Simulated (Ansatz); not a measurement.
**[SnH5]− (SMILES [H][Sn-]([H])([H])([H])[H]) at 6 levels**

Aim: a comparison of 6 runs (HSE06/STO-3G, r2SCAN0/STO-3G, UMP2/STO-3G, CCSDTQ/STO-3G, CCSD/STO-3G, CCSD(T)/STO-3G) of [SnH5]−. 

Program for the calculation: Ansatz 0.2.0.

1 further run of the same task is left out (set aside as unsound or not needed).

## Step 1: Starting point

[SnH5]−: 6 atoms, total charge -1, spin state singlet. As SMILES, `[H][Sn-]([H])([H])([H])[H]`. The H2–Sn1 distance was set to 3.771 Å, away from the relaxed value. At this shape a bond of the SMILES string is far longer than usual.

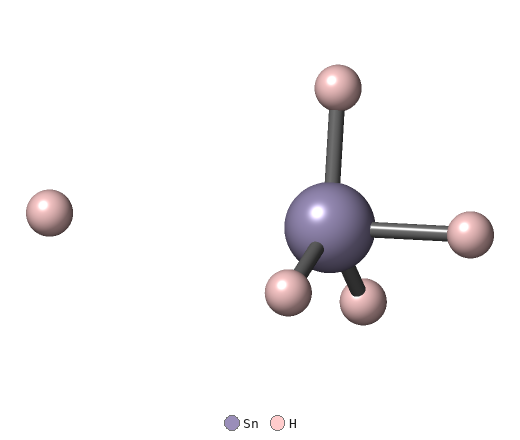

Viewed from a chosen angle; tin purple, hydrogen pink.

## Step 2: A single-point energy at HSE06/STO-3G (run 1)

The input, in.yaml:

```yaml
crystal:
  periodic: [false, false, false]
  atoms:
    - {symbol: Sn, position_ang: [0.020970, 0.003470, -1.884974]}
    - {symbol: H, position_ang: [-0.020070, -0.006290, 1.885790]}
    - {symbol: H, position_ang: [0.040770, 0.015600, -3.773424]}
    - {symbol: H, position_ang: [1.803300, 0.015660, -1.866534]}
    - {symbol: H, position_ang: [-0.881950, 1.540850, -1.888814]}
    - {symbol: H, position_ang: [-0.860430, -1.544880, -1.899014]}
basis:
  gaussian:
    orbitals: STO-3G
accuracy: high
total_charge: -1
hamiltonian:
  xc: hse06
```

Launch:

```bash
$ ansatz run in.yaml --threads 1 --pin off --max-ram 2610MiB --events-out events.jsonl --progress --plain --runs-dir runs
```

The program printed:

```text
Warning: RAYON_NUM_THREADS=1 ignored (pool sized by the plan → 1); use --threads N
Functional definition: HSE06
  name "HSE06"
  parameter a = 0.25
  parameter omega = 0.11/bohr
  exchange = pbe_x - a*pbe_x_sr(omega) + a*exact_x_sr(omega)
  correlation = pbe_c
563 factors; integrals over basis functions are off by at most 4.3e-9 eV
58 factors; integrals over basis functions are off by at most 1.7e-9 eV
mean field evaluation 1: about -162386.1049 eV, gradient 1.1e1 eV
mean field evaluation 2: about -162368.0749 eV, gradient 1.1e1 eV
mean field evaluation 4: about -162388.0410 eV, gradient 6.1e0 eV
mean field evaluation 8: about -162387.4471 eV, gradient 6.1e0 eV
mean field evaluation 16: about -162388.6633 eV, gradient 3.8e-4 eV
mean field -162388.66328162 eV, -5967.6733046104 hartree, gradient 1.9e-8 eV, S^2 0.000000; 0 other end points of the search recorded, 0 dependent functions left out
reference -162388.66328379 eV, -5967.6733046899 hartree; 28, 28 occupied and 4, 4 virtual orbitals, 563 factors
Total energy: -162388.66328379 eV, -5967.6733046899 hartree
```

Run time: 1.6 s. Hardware: 1 thread of AMD EPYC 9R14 (Zen 4), shared host; peak memory 0.13 GiB.

## Step 3: A single-point energy at r2SCAN0/STO-3G (run 2)

The input, molecule.yaml:

```yaml
crystal:
  periodic: [false, false, false]
  atoms:
    - {symbol: Sn, position_ang: [0.020970, 0.003470, -1.884974]}
    - {symbol: H, position_ang: [-0.020070, -0.006290, 1.885790]}
    - {symbol: H, position_ang: [0.040770, 0.015600, -3.773424]}
    - {symbol: H, position_ang: [1.803300, 0.015660, -1.866534]}
    - {symbol: H, position_ang: [-0.881950, 1.540850, -1.888814]}
    - {symbol: H, position_ang: [-0.860430, -1.544880, -1.899014]}
basis:
  gaussian: {orbitals: STO-3G}
total_charge: -1
hamiltonian: {xc: {name: r2SCAN0}}
accuracy: high
```

Launch:

```bash
$ ansatz run molecule.yaml --threads 1 --pin off --max-ram 2610MiB --events-out events.jsonl --progress --plain --runs-dir runs
```

The program printed:

```text
Warning: RAYON_NUM_THREADS=1 ignored (pool sized by the plan → 1); use --threads N
Functional definition: r2SCAN0
  name "r2SCAN0"
[... 1 set-up line as earlier in the session ...]
  parameter k0 = 0.174
  parameter k1 = 0.065
  parameter a1 = 4.9479
  exchange = (1 - a)*r2scan_x(k0 = k0, k1 = k1, a1 = a1) + a*exact_x
  correlation = r2scan_c
563 factors; integrals over basis functions are off by at most 4.3e-9 eV
mean field evaluation 1: about -162401.4470 eV, gradient 1.0e1 eV
mean field evaluation 2: about -162383.4062 eV, gradient 1.1e1 eV
mean field evaluation 4: about -162403.1338 eV, gradient 5.6e0 eV
mean field evaluation 8: about -162403.1346 eV, gradient 5.6e0 eV
mean field evaluation 16: about -162403.7310 eV, gradient 1.7e-8 eV
mean field -162403.73099631 eV, -5968.2270329117 hartree, gradient 5.9e-9 eV, S^2 0.000000; 0 other end points of the search recorded, 0 dependent functions left out
reference -162403.73099672 eV, -5968.2270329268 hartree; 28, 28 occupied and 4, 4 virtual orbitals, 563 factors
Total energy: -162403.73099672 eV, -5968.2270329268 hartree
```

Run time: 3.3 s. Hardware: 1 thread of AMD EPYC 9R14 (Zen 4), shared host; peak memory 0.16 GiB.

Runs 3 to 4 aren't shown in full; the table further down has their settings and results.

## Step 4: A single-point energy at CCSD/STO-3G (run 5)

The input, molecule.yaml:

```yaml
crystal:
  periodic: [false, false, false]
  atoms:
    - symbol: Sn
      position_ang: [0.020970, 0.003470, -1.884974]
    - symbol: H
      position_ang: [-0.020070, -0.006290, 1.885790]
    - symbol: H
      position_ang: [0.040770, 0.015600, -3.773424]
    - symbol: H
      position_ang: [1.803300, 0.015660, -1.866534]
    - symbol: H
      position_ang: [-0.881950, 1.540850, -1.888814]
    - symbol: H
      position_ang: [-0.860430, -1.544880, -1.899014]
basis:
  gaussian:
    orbitals: STO-3G
total_charge: -1
correlation:
  method: ccsd
  frozen_orbitals: {H: 0, Sn: 18}
accuracy: high
scf:
  omitted_lower_state_checks: [cluster_reference, increment]
```

Launch:

```bash
$ ansatz run molecule.yaml --threads 1 --pin off --max-ram 2610MiB --events-out events.jsonl --progress --plain --runs-dir runs
```

The program printed:

```text
Warning: RAYON_NUM_THREADS=1 ignored (pool sized by the plan → 1); use --threads N
[... 11 lines left out ...]
18 core orbitals not correlated: weight in the atoms' cores, before any rotation towards them, 1.000 or more for the frozen orbitals, at most 0.000 for the correlated occupied ones
[... 30 lines left out ...]
WARN: these amplitudes may be one of several solutions (largest doubles amplitude 0.54, level shift 0.44 eV)
Total energy: -162338.66939820 eV, -5965.8360632815 hartree
Checks for a lower state left out: cluster_reference, increment
```

Run time: 0.42 s. Hardware: 1 thread of AMD EPYC 9R14 (Zen 4), shared host; peak memory 0.098 GiB.

## Step 5: The energy at CCSD(T)/STO-3G (run 6)

The input, molecule.yaml:

```yaml
crystal:
  periodic: [false, false, false]
  atoms:
    - {symbol: Sn, position_ang: [0.020970, 0.003470, -1.884974]}
    - {symbol: H, position_ang: [-0.020070, -0.006290, 1.885790]}
    - {symbol: H, position_ang: [0.040770, 0.015600, -3.773424]}
    - {symbol: H, position_ang: [1.803300, 0.015660, -1.866534]}
    - {symbol: H, position_ang: [-0.881950, 1.540850, -1.888814]}
    - {symbol: H, position_ang: [-0.860430, -1.544880, -1.899014]}
basis:
  gaussian: {orbitals: STO-3G}
total_charge: -1
correlation: {method: ccsd_t, frozen_orbitals: {H: 0, Sn: 18}}
accuracy: high
scf: {omitted_lower_state_checks: [cluster_reference, increment]}
```

Launch:

```bash
$ ansatz run molecule.yaml --threads 1 --pin off --max-ram 2610MiB --events-out events.jsonl --progress --plain --runs-dir runs
```

The program printed:

```text
Warning: RAYON_NUM_THREADS=1 ignored (pool sized by the plan → 1); use --threads N
[... 11 lines left out ...]
18 core orbitals not correlated: weight in the atoms' cores, before any rotation towards them, 1.000 or more for the frozen orbitals, at most 0.000 for the correlated occupied ones
[... 31 lines left out ...]
WARN: these amplitudes may be one of several solutions (largest doubles amplitude 0.54, level shift 0.44 eV)
Total energy: -162338.84967153 eV, -5965.8426882043 hartree
Checks for a lower state left out: cluster_reference, increment
```

Run time: 0.44 s. Hardware: 1 thread of AMD EPYC 9R14 (Zen 4), shared host; peak memory 0.098 GiB.

## Step 6: All runs side by side

| run | level | frozen core orbitals | energy (Eh) | wall time |
| --- | --- | --- | --- | --- |
| 1 | HSE06/STO-3G | – | -5967.673305 | 1.6 s |
| 2 | r2SCAN0/STO-3G | – | -5968.227033 | 3.3 s |
| 3 | UMP2/STO-3G | 18 | -5965.810647 | 0.87 s |
| 4 | CCSDTQ/STO-3G | 18 | -5965.840117 | 9.3 s |
| 5 | CCSD/STO-3G | 18 | -5965.836063 | 0.42 s |
| 6 | CCSD(T)/STO-3G | 18 | -5965.842688 | 0.44 s |

## Step 7: What came out

| quantity | value |
| --- | --- |
| run 6: total energy | -5965.84269 Eh |
| run 6: correlation energy (18 core orbitals frozen) | -105.4 mEh |
| run 6: (T) correction | -6.62 mEh |
| run 6: T1 diagnostic | 0.095 |

What this shows: Totals of different functionals can't be ranked against each other. In runs 5, 6 the T1 diagnostic is large, so a single reference may not serve. In runs 4, 5, 6 the log says that unrestricted orbitals would lower the reference, so the values rest on an unstable closed-shell determinant (other closed-shell runs at this shape may share the fault). In runs 1, 2, 3, 4, 5, 6 the basis is minimal, so the values are rough. In runs 1, 2, 3, 4, 5, 6 relativity is left out where basis or elements ask for it. Spin contamination of the reference: run 3 ⟨S²⟩ = 0.93. Where it is this large, the reference is a mixture of spin states, and values that rest on it are in doubt. All runs together took 16 s, the longest 9.3 s.
